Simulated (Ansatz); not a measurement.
**The cluster SnSe₂: geometry, orbitals and charge**

What does the cluster SnSe₂ look like as a singlet, and where do its frontier electrons sit?

Computed with Ansatz 0.2.0, Gaussian basis. Level: RKS PBE0-D4/def2-TZVP.

The runs, in order: relaxation at PBE-D4/def2-TZVP; a search for the lowest solution at PBE0-D4/def2-SVP; a single point at PBE0-D4/def2-TZVP.

4 further runs of the same task are left out: 4 set aside as unsound or not needed. Runs told in other sessions of the task aren't counted.

## 1. Where the work starts

3 atoms, charge 0, spin multiplicity 1.

Atoms are counted from 1 here; the program's logs count them from 0.

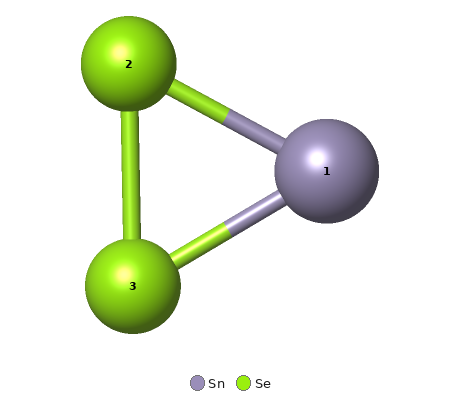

The starting geometry (tin purple, selenium green); atoms are numbered from 1 in the order of the file.

Geometry (Å):

```xyz
3

Sn    0.4529    1.2419   -0.5969
Se    0.1487   -0.2265    1.4052
Se   -0.6016   -1.0153   -0.8083
```

Sn takes a core potential in the def2 sets. No spin-orbit coupling is included.

The start is a GFN2-xTB geometry.

## 2. Optimising with PBE-D4/def2-TZVP

The input, in.yaml:

```yaml
crystal:
  periodic: [false, false, false]
  atoms:
    - {symbol: Sn, position_ang: [0.452910, 1.241890, -0.596880]}
    - {symbol: Se, position_ang: [0.148710, -0.226540, 1.405210]}
    - {symbol: Se, position_ang: [-0.601620, -1.015350, -0.808340]}
basis:
  gaussian: {orbitals: def2-TZVP}
hamiltonian: {xc: pbe, dispersion: d4}
scf: {lower_state_search: "off"}
output: {orbitals: {seedname: orbitals}}
relax: {f_tol: 0.02, max_steps: 100}
```

On the command line:

```
$ ansatz run in.yaml --threads 4 --pin off --events-out ev --progress --plain --max-ram 3916MiB
```

The program printed, cut to the lines that bear on the results:

```text
Functional definition: PBE
  name "PBE"
  cite "Perdew, Burke & Ernzerhof, Phys. Rev. Lett. 77, 3865 (1996) doi:10.1103/PhysRevLett.77.3865"
  parent pbe
[...]
1162 factors; their error is unknown
[...]
mean field -136513.56643956 eV, -5016.7810344350 hartree, gradient 1.6e-6 eV, S^2 0.000000; 0 other end points of the search recorded, 0 dependent functions left out
[...]
reference -136513.56647179 eV, -5016.7810356195 hartree; 45, 45 occupied and 101, 101 virtual orbitals, 1162 factors
relax step   1: F+E_penalty+E_count = -136513.71320665 eV  Δ(F+E_penalty+E_count) = +0.000e0 eV  max|allowed force component| = 9.411e-1 eV/Å  Δτ_max = 0.0000 Å  (20 SCF iters, accepted)
[...]
relax step   3: F+E_penalty+E_count = -136513.74869192 eV  Δ(F+E_penalty+E_count) = -1.802e-2 eV  max|allowed force component| = 1.059e-1 eV/Å  Δτ_max = 0.0400 Å  (22 SCF iters, accepted)
[...]
relax step   4: F+E_penalty+E_count = -136513.74920347 eV  Δ(F+E_penalty+E_count) = -5.115e-4 eV  max|allowed force component| = 4.248e-3 eV/Å  Δτ_max = 0.0054 Å  (25 SCF iters, accepted)
Total energy: -136513.74923593 eV, -5016.7877520779 hartree
Atom 0 at     0.467443     1.281559    -0.615575 Å, force     0.000504     0.001366    -0.000626 eV/Å
Atom 1 at     0.140244    -0.247470     1.410601 Å, force     0.001094     0.000746     0.004248 eV/Å
Atom 2 at    -0.607687    -1.034089    -0.795036 Å, force    -0.001598    -0.002112    -0.003622 eV/Å
Dipole moment:     0.200270     0.549069    -0.263739 e Å
Checks for a lower state left out: stability, starts, cluster_reference, orbital_swaps, neighbouring_geometries, increment
```

Wall time 4.6 s (4 threads of Arm Neoverse V1, shared host).

Relaxation path:

```tsv
step	energy from step 1 (eV)	largest force component (eV/Å)
1	0.0000	0.9411
2	-0.0175	0.5993
3	-0.0355	0.1059
4	-0.0360	0.0042
```

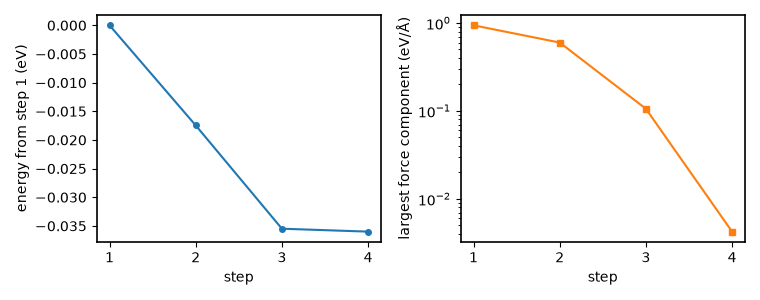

Energy and largest force along the relaxation.

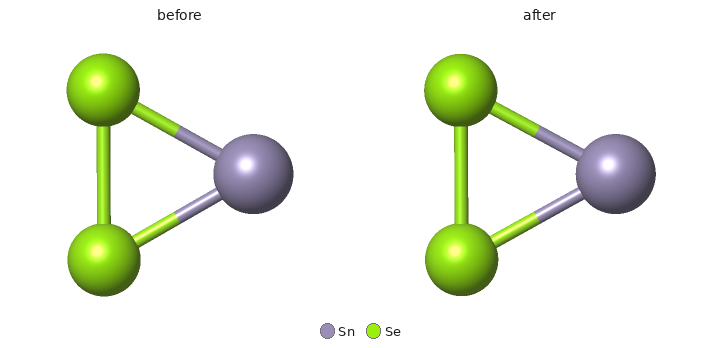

The geometry before (left) and after (right).

Close pairs (by a distance rule), those that changed most:

```tsv
bond	before (Å)	after (Å)	change (Å)
Sn1–Se3	2.500	2.559	+0.059
Sn1–Se2	2.501	2.559	+0.058
Se2–Se3	2.467	2.458	-0.009
```

Bonds by kind at the end (by distance):

```tsv
bond	count	shortest (Å)	longest (Å)
Se–Sn	2	2.559	2.559
Se–Se	1	2.458	2.458
```

## 3. Searching for the lowest solution, PBE0-D4/def2-SVP

start.molden holds the orbitals of an earlier run on this state, given as this run's starting guess.

The input, in.yaml:

```yaml
crystal:
  periodic: [false, false, false]
  atoms:
    - {symbol: Sn, position_ang: [0.467443, 1.281559, -0.615575]}
    - {symbol: Se, position_ang: [0.140244, -0.247470, 1.410601]}
    - {symbol: Se, position_ang: [-0.607687, -1.034089, -0.795036]}
basis:
  gaussian: {orbitals: def2-SVP, initial_orbitals: start.molden}
hamiltonian: {xc: pbe0, dispersion: d4}
output: {orbitals: {seedname: orbitals}}
```

Launched as before.

The program printed:

```text
Functional definition: PBE0
  name "PBE0"
  cite "Adamo & Barone, J. Chem. Phys. 110, 6158 (1999) doi:10.1063/1.478522"
  cite "Perdew, Burke & Ernzerhof, Phys. Rev. Lett. 77, 3865 (1996) doi:10.1103/PhysRevLett.77.3865"
  parent pbe
  parameter a = 0.25
  parameter kappa = 0.804
  parameter beta = 0.06672455060314922
  exchange = (1 - a)*pbe_x(kappa = kappa, mu = beta*pi^2/3) + a*exact_x
  correlation = pbe_c(beta = beta)
956 factors; integrals over basis functions are off by at most 6.6e-4 eV
mean field evaluation 1: about -136501.2698 eV, gradient 2.6e1 eV
mean field evaluation 2: about -136501.4397 eV, gradient 3.5e-1 eV
mean field evaluation 4: about -136501.4514 eV, gradient 2.4e-3 eV
mean field evaluation 8: about -136500.5848 eV, gradient 1.4e1 eV
mean field evaluation 16: about -136501.4514 eV, gradient 1.8e-2 eV
mean field -136501.45136448 eV, -5016.3358136379 hartree, gradient 2.8e-5 eV, S^2 0.000000; 1 other end points of the search recorded, 0 dependent functions left out
reference -136501.45138482 eV, -5016.3358143854 hartree; 45, 45 occupied and 45, 45 virtual orbitals, 956 factors
Total energy: -136501.57495920 eV, -5016.3403556599 hartree
```

Wall time 1.6 s (4 threads of Arm Neoverse V1, shared host).

From the report: HOMO -5.78 eV, LUMO -2.86 eV.

## 4. Single point, PBE0-D4/def2-TZVP

Edit in.yaml of step 3 so:

```diff
@@ -7,4 +7,5 @@
 basis:
-  gaussian: {orbitals: def2-SVP, initial_orbitals: start.molden}
+  gaussian: {orbitals: def2-TZVP, initial_orbitals: start.molden}
 hamiltonian: {xc: pbe0, dispersion: d4}
+scf: {omitted_lower_state_checks: [starts]}
 output: {orbitals: {seedname: orbitals}}
```

The command is unchanged.

The program printed:

```text
Functional definition: PBE0
  name "PBE0"
  cite "Adamo & Barone, J. Chem. Phys. 110, 6158 (1999) doi:10.1063/1.478522"
  cite "Perdew, Burke & Ernzerhof, Phys. Rev. Lett. 77, 3865 (1996) doi:10.1103/PhysRevLett.77.3865"
  parent pbe
  parameter a = 0.25
  parameter kappa = 0.804
  parameter beta = 0.06672455060314922
  exchange = (1 - a)*pbe_x(kappa = kappa, mu = beta*pi^2/3) + a*exact_x
  correlation = pbe_c(beta = beta)
these checks for a lower state are left out or cut short: starts
1285 factors; their error is unknown
mean field evaluation 1: about -136515.9082 eV, gradient 1.6e2 eV
mean field evaluation 2: about -136516.7833 eV, gradient 2.8e0 eV
mean field evaluation 4: about -136517.7282 eV, gradient 5.7e-1 eV
mean field evaluation 8: about -136517.7285 eV, gradient 1.5e-5 eV
mean field -136517.72851725 eV, -5016.9339879692 hartree, gradient 1.5e-5 eV, S^2 0.000000; 0 other end points of the search recorded, 0 dependent functions left out
reference -136517.72854168 eV, -5016.9339888666 hartree; 45, 45 occupied and 101, 101 virtual orbitals, 1285 factors
Total energy: -136517.85211605 eV, -5016.9385301411 hartree
Checks for a lower state left out: starts
```

It took 2.4 s on 4 threads of Arm Neoverse V1, shared host.

From the report: HOMO -5.88 eV, LUMO -2.91 eV.

Mulliken charges, from this run's orbitals:

```tsv
atom	value (e)
Sn1	0.56
Se2	-0.28
Se3	-0.28
```

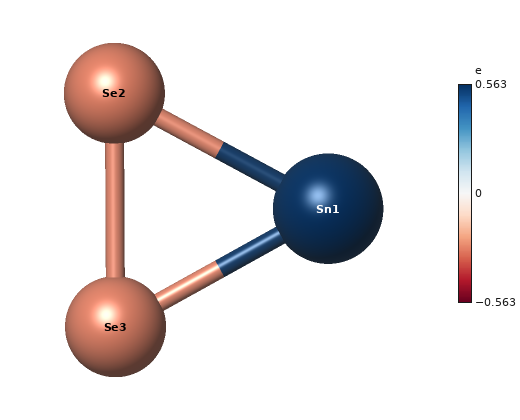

Mulliken charges, from this run's orbitals, as colours on the atoms.

Largest Mayer bond orders: Sn1–Se2 1.08; Sn1–Se3 1.08; Se2–Se3 1.07.

## 5. Outcome

| quantity | value |
| --- | --- |
| point group | C2v |
| commonest bond | Se–Sn, 2 of mean length 2.559 Å |
| HOMO, LUMO at PBE0-D4/def2-TZVP | -5.88, -2.91 eV |
| dipole at PBE-D4/def2-TZVP | 3.08 D |

**Reading.** The molecule keeps its bonding pattern by the stored test; the atoms moved 0.03 Å (rms). No usable vibrations, so a minimum isn't proven. Whether this spin is the lowest isn't tested here.
